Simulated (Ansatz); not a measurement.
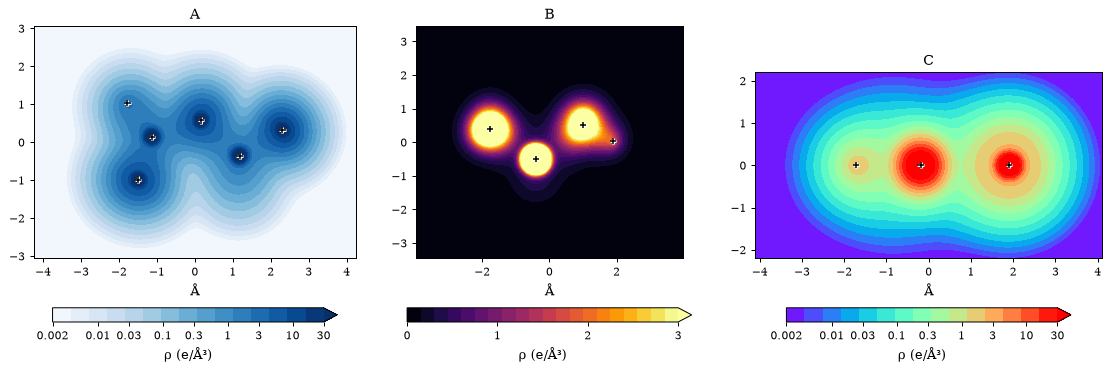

The electron density of 3 systems, each on a plane through atoms (crosses mark nuclei in the plane).

Level of theory: Ansatz, isolated molecule in a Gaussian basis; Hartree-Fock.

System 1: H$_{4}$NOSi (SMILES [NH][SiH2]O) (doublet), the plane of atoms N1, Si2 and O3. Geometry: PBE0-D4/def2-TZVP.

```yaml
atoms:
  - { symbol: N, position_ang: [-1.2197, -0.3626, 0.6667] }
  - { symbol: Si, position_ang: [0.1166, 0.2121, -0.2900] }
  - { symbol: O, position_ang: [1.3985, -0.7951, -0.1469] }
  - { symbol: H, position_ang: [-2.1010, 0.1255, 0.4963] }
  - { symbol: H, position_ang: [-0.1843, 0.2630, -1.7421] }
  - { symbol: H, position_ang: [0.4146, 1.5772, 0.2362] }
  - { symbol: H, position_ang: [1.6366, -1.0880, 0.7342] }
```

System 2: C$_{2}$HF$_{3}$O$_{2}$ (SMILES O=COC(F)(F)F), the plane of atoms O3, C2 and H8. Geometry: PBE0-D4/def2-TZVP.

```
atom    x (Å)    y (Å)    z (Å)
   O   0.8830  -0.9976   1.3115
   C   0.0007  -1.2488   0.5653
   O  -0.5381  -0.3986  -0.3618
   C  -0.0380   0.8783  -0.4712
   F  -0.7294   1.4714  -1.4278
   F  -0.1887   1.5619   0.6508
   F   1.2411   0.8772  -0.8071
   H  -0.5386  -2.2008   0.4845
```

System 3: ClHZn (SMILES [Cl][ZnH]), a plane that holds the molecular axis. Geometry: PBE0-D4/def2-TZVP.

```xyz
3

Cl    1.6216   -0.5933    0.8157
Zn   -0.1689    0.0363   -0.0878
H    -1.4636    0.4923   -0.7411
```

**Match each panel to its system.**

Panel A is system 2, C$_{2}$HF$_{3}$O$_{2}$: the plane holds O, C, F and H. C–O (1.18 Å): ρ is about 3.6 e/Å³ halfway. Panel B is system 1, H$_{4}$NOSi: the plane holds N, Si, O and H. Si–O (1.64 Å): the density is about 1.1 e/Å³ at the midpoint. Panel C is system 3, ClHZn: the plane holds Cl, Zn and H. Zn–Cl (2.10 Å): ρ at the midpoint is about 0.69 e/Å³.
